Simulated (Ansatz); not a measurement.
# ρ(T) of Ru (P6_3/mmc) in two numbers

Can the computed ρ(T) of Ru (P6_3/mmc) be held by the Bloch–Grüneisen form, and does the fit predict a row it has not seen?

The resistivities were computed with Ansatz 0.2.0 (DFT PBE, scalar-relativistic, plane waves, PAW; PAW set soft_1) from the linearised Boltzmann equation with harmonic phonons, on q 8×8×4, k 24×24×12, scattering 48×48×24; the fit below is done by hand on them.

**What experiment says.**

For Ru (bulk crystal), “CRC Handbook of Chemistry and Physics, 84th edition, Electrical Resistivity of Pure Metals” (2003, CRC Press, section 12, read from Wikipedia's data page) quotes earlier work: resistivity at 273 K 7.1 μΩ cm.

For Ru (bulk Ru, literature reference value), “Resistivity scaling model for metals with conduction band anisotropy” (2017, arxiv:1711.00796) quotes earlier work: in-plane resistivity at 300 K (in-plane, perpendicular to c) 7.62 μΩ cm; c-axis resistivity at 300 K (out-of-plane, along c) 5.82 μΩ cm.

## (1) The data

It takes space group P6_3/mmc (No. 194, hexagonal). Conventional cell: a = 2.719 Å, b = 2.719 Å, c = 4.296 Å, α = 90.00°, β = 90.00°, γ = 120.00°. Ru on site c has 12 Ru at 2.66 to 2.72 Å as nearest neighbours.

This is the relaxed cell of the run, from steps not shown here.

The mean resistivity of the three axes from 50 to 800 K, with one row held back; the colder rows stay outside the fit and test it at the end:

```
T (K)  ρ (μΩ cm)
   50     0.1024
   80     0.6291
  100      1.166
  150      2.658
  200      4.103
  273      6.094
  300      6.807
  400      9.386
  500          ?
  600      14.42
  800      19.39
```

## (2) The fit

Bloch and Grüneisen's form is ρ(T) = A (T/Θ)⁵ J₅(Θ/T), with J₅(z) the integral of x⁵/((eˣ − 1)(1 − e⁻ˣ)) from 0 to z. It goes as T⁵ far below Θ and as A T/(4Θ) far above. For a trial Θ the best A is the geometric mean of ρ/[(T/Θ)⁵ J₅] over the rows, and the scatter of that ratio measures the fit:

```
Θ (K)  A (μΩ cm)  scatter (%)
  250      18.54         40.8
  334      28.77         21.0
  376      35.14         11.0
  418      42.52          3.8
  460      51.03         10.7
  522      65.96         24.7
  628      99.32         47.7
```

The scatter is least at Θ = 418 K, with A = 42.52 μΩ cm (3.8 % r.m.s.).

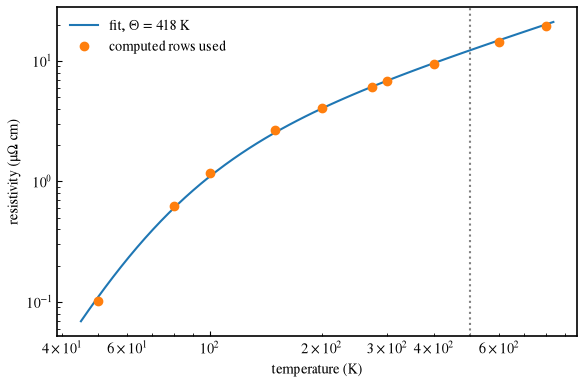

The fit through the rows used; the dotted line marks the temperature held back.

## (3) Prediction and check

At T = 500 K, Θ/T = 0.836, J₅ = 0.1175 and (T/Θ)⁵ = 2.449, so the fit gives 12.23 μΩ cm. The computed value is 11.92 μΩ cm: the fit is off by +2.64 %. Outside its range, at 20 K, it gives 0.00133 against 4.0e-4 μΩ cm computed, 3.30 times that; at that temperature the run's own test moves by 6 % between meshes in the component that moves most. Among the rows used, the largest miss is +6.9 %, at 50 K.

## (4) What the two numbers mean

Θ = 418 K is 1.56 times ħω_log/k_B (268 K) and 1.12 of the highest phonon frequency (372 K); Θ is a number of the fit, and no phonon frequency. The high-temperature slope of the fit, A/(4Θ), is 0.0254 μΩ cm/K. The same slope from the run's transport coupling and plasma energy, 2π k_B λ_tr/(ħ ε₀ ω_p²) with λ_tr = 0.484, 0.484, 0.460 (xx, yy, zz) and ħω_p = 8.34, 8.34, 9.3 (xx, yy, zz) eV, is 0.0258 μΩ cm/K in the mean of the axes, +1.4 % from it. For comparison, the computed rows rise by 0.0248 μΩ cm/K between the two hottest.

## (5) Outcome

| Property | Result |
| --- | --- |
| Θ | 418 K |
| A | 42.52 μΩ cm |
| scatter of the fit | 3.8 % |
| held-back row at 500 K, fit against computed | 12.23 against 11.92 μΩ cm |

**Reading.** Two numbers, Θ = 418 K and A = 42.5 μΩ cm, hold the computed ρ(T) from 50 to 800 K within 3.77 % r.m.s. and predict the held-back row within 2.64 %. At 20 K, outside the rows fitted, it gives 3.30 times the computed value. The misses are not random: the largest is +6.9 %, at 50 K. The mean hides an anisotropy: at 300 K the components are 7.35, 7.35, 5.71 (xx, yy, zz) μΩ cm. The fit describes the calculation: impurities, thermal expansion, changes of phase and anharmonicity are in neither.

Calculation against experiment:

```
                                                                                                                       quantity  measured  q 8×8×4, fine 48×48×24
         resistivity at 273 K (computed: phonon part alone; the measured value holds the sample's residual resistivity) (μΩ cm)       7.1          6.09 (-14.2 %)
in-plane resistivity at 300 K (computed: phonon part alone; the measured value holds the sample's residual resistivity) (μΩ cm)      7.62           7.35 (-3.5 %)
  c-axis resistivity at 300 K (computed: phonon part alone; the measured value holds the sample's residual resistivity) (μΩ cm)      5.82           5.71 (-1.9 %)
```

Measured values from CRC Press, section 12, read from Wikipedia's data page (2003) and arxiv:1711.00796 (2017).

How well it matches: The resistivity at 273 K is off by -14.2 %: fair agreement. The in-plane resistivity at 300 K is off by -3.5 %: good agreement. The c-axis resistivity at 300 K is off by -1.9 %: good agreement.

[Logs are printed without paths, hosts, clocks, repeated set-up lines and the standing remarks that a program may print on its own settings, such as how far it seeks lower states.]

[Hosts, paths, dates, database ids (printed as entryN), source tags and the programs' standing remarks are cut or masked in the printed files.]
